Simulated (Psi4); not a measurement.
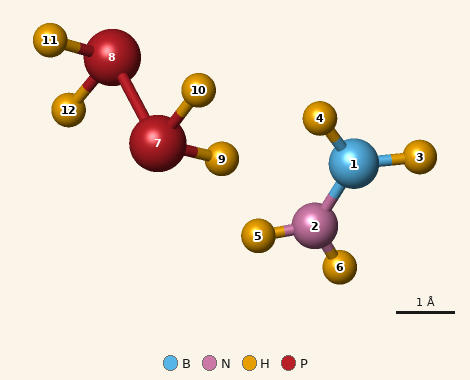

*The structure as given in the input (ball-and-stick view, seen at a tilt; atoms are numbered from 1 in the order of the input).*

Bond lengths as drawn: B–H 1.17 Å, B–N 1.38 Å, H–N 1.01 Å, H–P 1.39 to 1.40 Å and P–P 2.15 Å.

BP2NH8: interaction calculation (part 1 of 2)

The run: interaction calculation of BP2NH8, SMILES BN.PP. Method and program: B3LYP/aug-cc-pVDZ, RKS, dispersion D3(BJ) (Psi4 1.11).

The geometry comes from this level: GFN2-xTB.

Input file (job.py):
```python
import psi4

psi4.set_memory('1600 MB')
psi4.set_num_threads(1)
psi4.core.set_output_file('run.log', False)

m = psi4.geometry("""
0 1
B      0.078920    -2.559750     0.132020
N      1.156880    -1.750640     0.417420
H     -0.367960    -3.233840     0.979590
H     -0.372110    -2.542750    -0.950020
H      1.602930    -1.152270    -0.259330
H      1.604640    -1.710440     1.318050
--
0 1
P      0.019890     1.794690    -0.274230
P     -1.478090     3.340970    -0.350660
H     -0.183770     1.528910     1.080310
H     -0.865500     0.789750    -0.658390
H     -1.306570     3.564380    -1.717610
H     -0.584790     4.363100    -0.024730
symmetry c1
no_reorient
no_com
""")

e_tot = psi4.energy('b3lyp-d3bj/aug-cc-pVDZ', bsse_type='nocp')
print(f'total energy {e_tot:.8f} hartree = {e_tot * 27.211386:.5f} eV')
for k, v in sorted(psi4.core.scalar_variables().items()):
    print(f'{k:45s} {v:18.10f}')
```

Machine: 1 thread of AMD EPYC (Zen 3), 24 GiB of memory available, shared host.

Launch command:
```bash
python job.py
```

Output:
```
Psi4 1.11 release

   => Loading Basis Set <=

    Name: AUG-CC-PVDZ
    Role: ORBITAL
    Keyword: BASIS

   => B3LYP-D3(BJ): Empirical Dispersion <=

        s6 =       1.000000
        s8 =       1.988900
        a1 =       0.398100
        a2 =       4.421100

         ---------------------------------------------------------
                                   SCF
                              RKS Reference
                        1 Threads,   1525 MiB Core
         ---------------------------------------------------------

  ==> Geometry <==

    Molecular point group: c1
    Full point group: C1

    Geometry (in Bohr), charge = 0, multiplicity = 1:

       Center              X                  Y                   Z               Mass
    ------------   -----------------  -----------------  -----------------  -----------------
         B            0.149137185821    -4.837226449641     0.249481643083    11.009305360000
         N            2.186186360020    -3.308230144272     0.788809479289    14.003074004430
         H           -0.695343625124    -6.111071933550     1.851156815237     1.007825032230
         H           -0.703185988544    -4.805101105508    -1.795277613707     1.007825032230
         H            3.029098698280    -2.177474722581    -0.490062676115     1.007825032230
         H            3.032330129955    -3.232263154028     2.490753519660     1.007825032230

  Running in c1 symmetry.

  Rotational constants: A =      0.87831  B =      0.11197  C =      0.10264 [cm^-1]
  Rotational constants: A =  26331.04215  B =   3356.77686  C =   3077.14907 [MHz]
  Nuclear repulsion =   32.524782532146389

  Charge       = 0
  Multiplicity = 1
  Electrons    = 16
  Nalpha       = 8
  Nbeta        = 8

  ==> Algorithm <==

  SCF Algorithm Type is DF.
  DIIS enabled.
  MOM disabled.
  Fractional occupation disabled.
  Guess Type is SAD.
  Energy threshold   = 1.00e-06
  Density threshold  = 1.00e-06
  Integral threshold = 1.00e-12

  ==> Primary Basis <==

  Basis Set: AUG-CC-PVDZ
    Blend: AUG-CC-PVDZ
    Number of shells: 38
    Number of basis functions: 82
    Number of Cartesian functions: 86
    Spherical Harmonics?: true
    Max angular momentum: 2

  ==> DFT Potential <==

   => LibXC <=

    Version 7.1.2

   => Composite Functional: B3LYP-D3BJ2B <=

    B3LYP-d3bj2b Hyb-GGA Exchange-Correlation Functional

    Deriv               =              1
    GGA                 =           TRUE
    Meta                =          FALSE

    Exchange Hybrid     =           TRUE
    MP2 Hybrid          =          FALSE

   => Exchange Functionals <=

    0.0800   Slater exchange
    0.7200         Becke 88

   => Exact (HF) Exchange <=

    0.2000               HF

   => Correlation Functionals <=

    0.1900   Vosko, Wilk & Nusair (VWN5_RPA)
    0.8100   Lee, Yang & Parr

   => LibXC Density Thresholds  <==

    XC_HYB_GGA_XC_B3LYP:  1.00E-15

   => Molecular Quadrature <=

    Radial Scheme          =       TREUTLER
    Pruning Scheme         =           NONE
    Nuclear Scheme         =       TREUTLER

    Blocking Scheme        =         OCTREE
    BS radius alpha        =              1
    Pruning alpha          =              1
    Radial Points          =             75
    Spherical Points       =            302
    Total Points           =         131681
    Total Blocks           =           1044
    Max Points             =            256
    Max Functions          =             82
    Weights Tolerance      =       1.00E-15

   => Loading Basis Set <=

    Name: (AUG-CC-PVDZ AUX)
    Role: JKFIT
    Keyword: DF_BASIS_SCF

  ==> Integral Setup <==

  DFHelper Memory: AOs need 0.017 GiB; user supplied 0.806 GiB.
  SCF_SUBTYPE=INCORE selected. In-core MEM_DF algorithm will be used.
  Using in-core AOs.

  ==> MemDFJK: Density-Fitted J/K Matrices <==

    J tasked:                   Yes
    K tasked:                   Yes
    wK tasked:                   No
    Memory [MiB]:               824
    Algorithm:                 Core
    Schwarz Cutoff:           1E-12
    Mask sparsity (%):       0.0000
    Fitting Condition:        1E-10

   => Auxiliary Basis Set <=

  Basis Set: (AUG-CC-PVDZ AUX)
    Blend: AUG-CC-PVDZ-JKFIT
    Number of shells: 104
    Number of basis functions: 300
    Number of Cartesian functions: 342
    Spherical Harmonics?: true
    Max angular momentum: 3

  Cached 100.0% of DFT collocation blocks in 0.312 [GiB].

  Minimum eigenvalue in the overlap matrix is 1.7585421601E-04.
  Reciprocal condition number of the overlap matrix is 1.9291564594E-05.
    Using symmetric orthogonalization.

  ==> Pre-Iterations <==

  SCF Guess: Superposition of Atomic Densities via on-the-fly atomic UHF (no occupation information).

   -------------------------
    Irrep   Nso     Nmo
   -------------------------
     A         82      82
   -------------------------
    Total      82      82
   -------------------------

  ==> Iterations <==

                           Total Energy        Delta E     RMS |[F,P]|

   @DF-RKS iter SAD:   -81.40758587254332   -8.14076e+01   0.00000e+00
   @DF-RKS iter   1:   -81.74270654019810   -3.35121e-01   9.95701e-03 ADIIS/DIIS
   @DF-RKS iter   2:   -81.32021556388879    4.22491e-01   1.43543e-02 ADIIS/DIIS
   @DF-RKS iter   3:   -82.05086246092289   -7.30647e-01   1.40358e-03 ADIIS/DIIS
   @DF-RKS iter   4:   -82.05695140419751   -6.08894e-03   6.75679e-04 ADIIS/DIIS
   @DF-RKS iter   5:   -82.05882542723707   -1.87402e-03   3.87707e-05 DIIS
   @DF-RKS iter   6:   -82.05883211242990   -6.68519e-06   4.22500e-06 DIIS
   @DF-RKS iter   7:   -82.05883220814647   -9.57166e-08   3.23040e-07 DIIS
  Energy and wave function converged.

  ==> Post-Iterations <==

   Electrons on quadrature grid:
      Ntotal   =   16.0000007743 ; deviation = 7.743e-07

    Orbital Energies [Eh]
    ---------------------

    Doubly Occupied:

       1A    -14.337622     2A     -6.734382     3A     -0.878860
       4A     -0.534551     5A     -0.518006     6A     -0.399751
       7A     -0.324141     8A     -0.310650

    Virtual:

       9A     -0.013846    10A     -0.005896    11A      0.015688
      12A      0.025288    13A      0.047235    14A      0.050426
      15A      0.052165    16A      0.075938    17A      0.089409
      18A      0.103321    19A      0.119690    20A      0.141677
      21A      0.148093    22A      0.160689    23A      0.174732
      24A      0.191984    25A      0.205559    26A      0.238277
      27A      0.273413    28A      0.274047    29A      0.302308
      30A      0.311122    31A      0.347701    32A      0.364383
      33A      0.369059    34A      0.392609    35A      0.395363
      36A      0.411534    37A      0.431628    38A      0.444208
      39A      0.460859    40A      0.483084    41A      0.496418
      42A      0.507460    43A      0.532925    44A      0.549353
      45A      0.623236    46A      0.650652    47A      0.678038
      48A      0.683232    49A      0.771239    50A      0.778766
      51A      0.808127    52A      0.989465    53A      0.996325
      54A      1.018202    55A      1.039346    56A      1.082972
      57A      1.094138    58A      1.159453    59A      1.216815
      60A      1.324469    61A      1.469374    62A      1.477649
      63A      1.728140    64A      1.737442    65A      1.743758
      66A      1.818987    67A      1.866839    68A      1.963862
      69A      2.001377    70A      2.034721    71A      2.104751
      72A      2.127149    73A      2.190693    74A      2.230502
      75A      2.382024    76A      2.410187    77A      2.429301
      78A      2.585269    79A      2.707714    80A      2.923378
      81A      3.013027    82A      3.253090

    Final Occupation by Irrep:
              A
    DOCC [     8 ]
    NA   [     8 ]
    NB   [     8 ]

  @DF-RKS Final Energy:   -82.05883220814647

   => Energetics <=

    Nuclear Repulsion Energy =             32.5247825321463893
    One-Electron Energy =                -173.8072840204768568
    Two-Electron Energy =                  69.3405596887375140
    DFT Exchange-Correlation Energy =     -10.1132822328721286
    Empirical Dispersion Energy =          -0.0036081756813883
    VV10 Nonlocal Energy =                  0.0000000000000000
    Total Energy =                        -82.0588322081464696

Computation Completed

Properties will be evaluated at   0.000000,   0.000000,   0.000000 [a0]

Properties computed using the SCF density matrix

 Multipole Moments:

 ------------------------------------------------------------------------------------
     Multipole            Electronic (a.u.)      Nuclear  (a.u.)        Total (a.u.)
 ------------------------------------------------------------------------------------

 L = 1.  Multiply by 2.5417464519 to convert [e a0] to [Debye]
 Dipole X            :        -20.1191496           20.7118897            0.5927400
 Dipole Y            :         64.0935172          -63.6696542            0.4238630
 Dipole Z            :         -8.6753133            8.8256446            0.1503313
 Magnitude           :                                                    0.7440431

 ------------------------------------------------------------------------------------

	total time  =          4 seconds =       0.07 minutes

    Psi4 run time: 0:00:03.86

    -----------------------------------------------------------------------
                               Psi4 1.11 release

    h
    h
    h

    -----------------------------------------------------------------------

    Memory:     1.5 GiB
    Threads:    1
                ecpint, einsums, f̶o̶r̶t̶e̶, gauxc, gcp, g̶d̶m̶a̶, geometric, g̶p̶u̶_̶d̶f̶c̶c̶,
                i̶n̶t̶e̶g̶r̶a̶t̶o̶r̶x̶x̶, i̶p̶i̶, libefp, m̶d̶i̶, m̶p̶2̶d̶, m̶r̶c̶c̶, ooo,
                o̶p̶e̶n̶f̶e̶r̶m̶i̶o̶n̶p̶s̶i̶4̶, pcmsolver, p̶s̶i̶4̶f̶o̶c̶k̶c̶i̶, p̶s̶i̶x̶a̶s̶,
                p̶y̶e̶i̶n̶s̶u̶m̶s̶, r̶e̶s̶p̶, s̶i̶m̶i̶n̶t̶, s̶n̶s̶m̶p̶2̶,
                v̶2̶r̶d̶m̶_̶c̶a̶s̶s̶c̶f̶

  ==> Geometry <==

    Molecular point group: c1
    Full point group: C1

    Geometry (in Bohr), charge = 0, multiplicity = 1:

       Center              X                  Y                   Z               Mass
    ------------   -----------------  -----------------  -----------------  -----------------
         P            0.037586652635     3.391472580098    -0.518219595384    30.973761998420
         P           -2.793185288778     6.313518293371    -0.662651363153    30.973761998420
         H           -0.347274970075     2.889221170474     2.041490030593     1.007825032230
         H           -1.635557961584     1.492411207580    -1.244176783740     1.007825032230
         H           -2.469059463739     6.735702007059    -3.245812490348     1.007825032230
         H           -1.105092940907     8.245064057985    -0.046732927083     1.007825032230

  Running in c1 symmetry.

  Rotational constants: A =      0.86602  B =      0.03086  C =      0.03022 [cm^-1]
  Rotational constants: A =  25962.75321  B =    925.21150  C =    906.07822 [MHz]
  Nuclear repulsion =   91.199500978983764

  Charge       = 0
  Multiplicity = 1
  Electrons    = 34
  Nalpha       = 17
  Nbeta        = 17

  ==> Primary Basis <==

  Basis Set: AUG-CC-PVDZ
    Blend: AUG-CC-PVDZ
    Number of shells: 42
    Number of basis functions: 90
    Number of Cartesian functions: 94
    Spherical Harmonics?: true
    Max angular momentum: 2

   => Molecular Quadrature <=

    Radial Scheme          =       TREUTLER
    Pruning Scheme         =           NONE
    Nuclear Scheme         =       TREUTLER

    Blocking Scheme        =         OCTREE
    BS radius alpha        =              1
    Pruning alpha          =              1
    Radial Points          =             75
    Spherical Points       =            302
    Total Points           =         131794
    Total Blocks           =           1030
    Max Points             =            255
    Max Functions          =             90
    Weights Tolerance      =       1.00E-15

  ==> Integral Setup <==

  DFHelper Memory: AOs need 0.026 GiB; user supplied 0.782 GiB.
  SCF_SUBTYPE=INCORE selected. In-core MEM_DF algorithm will be used.
  Using in-core AOs.

  ==> MemDFJK: Density-Fitted J/K Matrices <==

    J tasked:                   Yes
    K tasked:                   Yes
    wK tasked:                   No
    Memory [MiB]:               801
    Algorithm:                 Core
    Schwarz Cutoff:           1E-12
    Mask sparsity (%):       0.0000
    Fitting Condition:        1E-10

   => Auxiliary Basis Set <=

  Basis Set: (AUG-CC-PVDZ AUX)
    Blend: AUG-CC-PVDZ-JKFIT
    Number of shells: 128
    Number of basis functions: 384
    Number of Cartesian functions: 440
    Spherical Harmonics?: true
    Max angular momentum: 3

  Cached 100.0% of DFT collocation blocks in 0.335 [GiB].

  Minimum eigenvalue in the overlap matrix is 2.9084567451E-04.
  Reciprocal condition number of the overlap matrix is 3.4394606180E-05.
    Using symmetric orthogonalization.

  ==> Pre-Iterations <==

  SCF Guess: Superposition of Atomic Densities via on-the-fly atomic UHF (no occupation information).
```
